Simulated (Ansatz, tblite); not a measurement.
**SnEt3(SiMe3) (C₉H₂₄SiSn): rung by rung**

How do method and basis change the picture of SnEt3(SiMe3) (C₉H₂₄SiSn) (singlet)?

Method: as each input shows; program: Ansatz 0.2.0, Gaussian basis.

Levels to be run: GFN1-xTB, GFN2-xTB, PBE-D4/def2-TZVP, r2SCAN-D4/def2-TZVP, PBE-D4/def2-SVP, PBE0-D4/def2-SVP, MP2/def2-SVP.

6 further runs of the same task are left out: 3 that didn't finish, 3 set aside as unsound or not needed. Runs told in other sessions of the task aren't counted.

### Step 1. The structure

The singlet was relaxed beforehand with PBE-D4/def2-SVP.

35 atoms, charge 0, spin multiplicity 1.

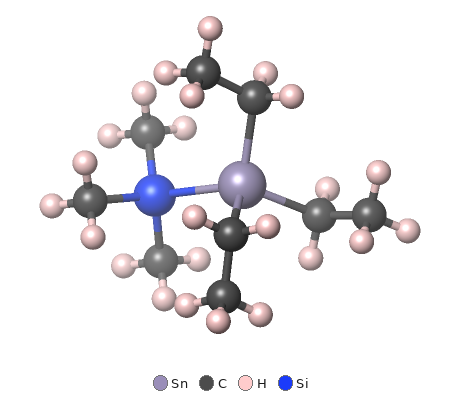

The structure; tin purple, carbon dark grey, hydrogen pink, silicon blue.

Coordinates:

```xyz
35

Sn    0.1095    0.5925    0.2986
C     0.2599    0.6362    2.4927
C     0.9790   -0.5861    3.0684
H    -0.7720    0.7202    2.8941
H     0.7830    1.5765    2.7686
H     1.0518   -0.5491    4.1776
H     0.4560   -1.5322    2.8120
H     2.0155   -0.6784    2.6808
C     2.1555    0.6909   -0.5052
C     2.1974    0.7108   -2.0347
H     2.7126   -0.1799   -0.0997
H     2.6351    1.5971   -0.0778
H     3.2361    0.7628   -2.4291
H     1.7323   -0.1980   -2.4730
H     1.6508    1.5826   -2.4525
C    -0.9012    2.4266   -0.3760
C    -0.1263    3.6976   -0.0221
H    -1.9166    2.4340    0.0730
H    -1.0447    2.3354   -1.4734
H    -0.6439    4.6171   -0.3740
H     0.0133    3.8064    1.0742
H     0.8864    3.7042   -0.4775
Si   -1.0465   -1.5854   -0.5188
C    -1.7970   -1.3187   -2.2452
C     0.2465   -2.9772   -0.6077
C    -2.4227   -2.0897    0.6923
H    -2.2945   -2.2445   -2.6053
H    -1.0173   -1.0412   -2.9840
H    -2.5536   -0.5076   -2.2323
H     1.0704   -2.7151   -1.3029
H     0.6953   -3.1727    0.3878
H    -0.2151   -3.9222   -0.9659
H    -2.0191   -2.2497    1.7133
H    -3.2079   -1.3090    0.7584
H    -2.9081   -3.0341    0.3653
```

Sn takes a core potential in the def2 sets. No spin-orbit coupling is included.

PBE0-D4/def2-TZVP was run before; its log isn't repeated, and its numbers join the tables.

### Step 2. GFN1-xTB

Tight binding, by tblite at 300 K electronic temperature and without a spin-polarisation term:

```python
tblite.interface.Calculator('GFN1-xTB', numbers, positions, charge=0, uhf=0).singlepoint()
```

Energy -987.9067 eV, HOMO -10.78 eV, LUMO -6.06 eV; 0.042 s.

### Step 3. GFN2-xTB

Tight binding, by tblite at 300 K electronic temperature and without a spin-polarisation term:

```python
tblite.interface.Calculator('GFN2-xTB', numbers, positions, charge=0, uhf=0).singlepoint()
```

Energy -959.6507 eV, HOMO -9.81 eV, LUMO -5.60 eV; 0.035 s.

### Step 4. PBE-D4/def2-TZVP

start.molden holds the orbitals of an earlier run on this state, given as this run's starting guess.

Contents of in.yaml:

```yaml
crystal:
  periodic: [false, false, false]
  atoms:
    - {symbol: Sn, position_ang: [0.109527, 0.592532, 0.298595]}
    - {symbol: C, position_ang: [0.259938, 0.636193, 2.492668]}
    - {symbol: C, position_ang: [0.979012, -0.586086, 3.068366]}
    - {symbol: H, position_ang: [-0.772037, 0.720218, 2.894086]}
    - {symbol: H, position_ang: [0.783030, 1.576495, 2.768576]}
    - {symbol: H, position_ang: [1.051795, -0.549139, 4.177556]}
    - {symbol: H, position_ang: [0.456019, -1.532213, 2.812049]}
    - {symbol: H, position_ang: [2.015501, -0.678370, 2.680801]}
    - {symbol: C, position_ang: [2.155464, 0.690862, -0.505223]}
    - {symbol: C, position_ang: [2.197445, 0.710779, -2.034656]}
    - {symbol: H, position_ang: [2.712589, -0.179915, -0.099727]}
    - {symbol: H, position_ang: [2.635091, 1.597064, -0.077754]}
    - {symbol: H, position_ang: [3.236078, 0.762773, -2.429066]}
    - {symbol: H, position_ang: [1.732290, -0.198015, -2.473032]}
    - {symbol: H, position_ang: [1.650812, 1.582582, -2.452461]}
    - {symbol: C, position_ang: [-0.901217, 2.426614, -0.376024]}
    - {symbol: C, position_ang: [-0.126345, 3.697575, -0.022063]}
    - {symbol: H, position_ang: [-1.916608, 2.433989, 0.073006]}
    - {symbol: H, position_ang: [-1.044696, 2.335367, -1.473377]}
    - {symbol: H, position_ang: [-0.643895, 4.617087, -0.374019]}
    - {symbol: H, position_ang: [0.013315, 3.806436, 1.074213]}
    - {symbol: H, position_ang: [0.886430, 3.704242, -0.477464]}
    - {symbol: Si, position_ang: [-1.046458, -1.585409, -0.518791]}
    - {symbol: C, position_ang: [-1.796979, -1.318690, -2.245168]}
    - {symbol: C, position_ang: [0.246472, -2.977169, -0.607710]}
    - {symbol: C, position_ang: [-2.422666, -2.089739, 0.692301]}
    - {symbol: H, position_ang: [-2.294484, -2.244513, -2.605288]}
    - {symbol: H, position_ang: [-1.017316, -1.041222, -2.984006]}
    - {symbol: H, position_ang: [-2.553628, -0.507572, -2.232329]}
    - {symbol: H, position_ang: [1.070401, -2.715095, -1.302929]}
    - {symbol: H, position_ang: [0.695286, -3.172719, 0.387803]}
    - {symbol: H, position_ang: [-0.215141, -3.922164, -0.965883]}
    - {symbol: H, position_ang: [-2.019051, -2.249728, 1.713258]}
    - {symbol: H, position_ang: [-3.207899, -1.308983, 0.758351]}
    - {symbol: H, position_ang: [-2.908076, -3.034088, 0.365322]}
basis:
  gaussian: {orbitals: def2-TZVP, initial_orbitals: start.molden}
hamiltonian: {xc: pbe, dispersion: d4}
scf: {omitted_lower_state_checks: [starts]}
output: {forces: true, orbitals: {seedname: orbitals}}
```

Run with:

```bash
ansatz run in.yaml --threads 4 --pin off --events-out ev --progress --plain --max-ram 6963MiB
```

Further steps of the session: r2SCAN-D4/def2-TZVP; PBE-D4/def2-SVP; PBE0-D4/def2-SVP; MP2/def2-SVP.

Q: Predict the results of all the runs planned. Wanted: gap in def2-TZVP, named functionals, smallest and largest; correlation energy, MP2/def2-SVP; binding an atom, functionals in def2-TZVP; PBE0 total energy, smallest basis above largest.

**Answer**, as computed:

| quantity | value |
| --- | --- |
| gap in def2-TZVP, named functionals, smallest and largest | 5.17 eV (PBE-D4), 6.94 eV (PBE0-D4) |
| correlation energy, MP2/def2-SVP | -41.80 eV |
| binding an atom, functionals in def2-TZVP | 3.92 (r2SCAN-D4) to 3.97 eV (PBE-D4) |
| PBE0 total energy, smallest basis above largest | 13.31 eV (def2-SVP, def2-TZVP) |

**Reading.** Orbital gaps of the named functionals in def2-TZVP span 5.17 eV (PBE-D4) to 6.94 eV (PBE0-D4); exact exchange widens it.
